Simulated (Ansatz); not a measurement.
# Ge (diamond structure), cut as [111] wire, round, centred on atom, 1.37 nm across

All values below come from PBE (plane waves to 420 eV, PAW; Ansatz, a first-principles code).

k-points: Γ-centred 1×1×3 mesh; occupations: Fermi-Dirac, 0.020 eV; spin polarisation not allowed. No spin-orbit coupling.

 The relaxation kept the symmetry of its start, so a lower minimum of less symmetry isn't excluded. The period along the axis is held at the bulk value.

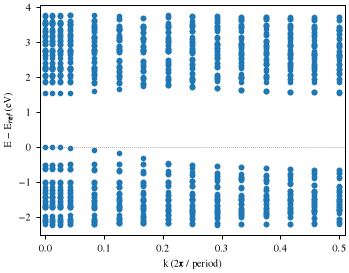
*Levels along the axis at 15 k-points, drawn as points, zero at the top of the valence band*

Electronic character: not metallic; Kohn-Sham band gap: 1.54 eV. Only levels within the plotted window are shown.
